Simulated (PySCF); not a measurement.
SMILES C[CH2][In]([CH3])[O]C at its GFN2-xTB optimised geometry (Å):

```
17

In     0.4770    -0.5298     0.0000
C      2.7205    -0.5298     0.0000
H      3.0960    -1.0192     0.8948
H      2.9998     0.5196    -0.0103
H      3.0963    -1.0362    -0.8852
C     -1.3842    -1.8709    -0.0308
C     -2.1795    -1.7361     1.2569
H     -1.0544    -2.8969    -0.1886
H     -1.9762    -1.5531    -0.8919
H     -2.4576    -0.6954     1.4345
H     -1.5994    -2.0851     2.1129
H     -3.0963    -2.3286     1.2034
O      0.0270     1.4240     0.0000
C     -1.1904     2.1058    -0.0350
H     -2.0375     1.4517    -0.2848
H     -1.3932     2.5731     0.9365
H     -1.1409     2.8969    -0.7926
```

Calculation: CAM-B3LYP/def2-SVP, def2 effective core potentials past Kr (PySCF 2.14.0). The core electrons that the potentials of In replace are not part of the density. Cells within 0.4 Å of a nucleus heavier than hydrogen are left out (blank, or x).

Map of the electron localisation function on the plane z = 0.0 Å:

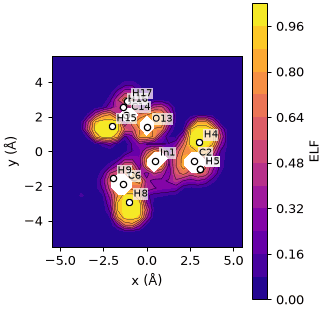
*Electron localisation function on the plane z = 0.0 Å.*
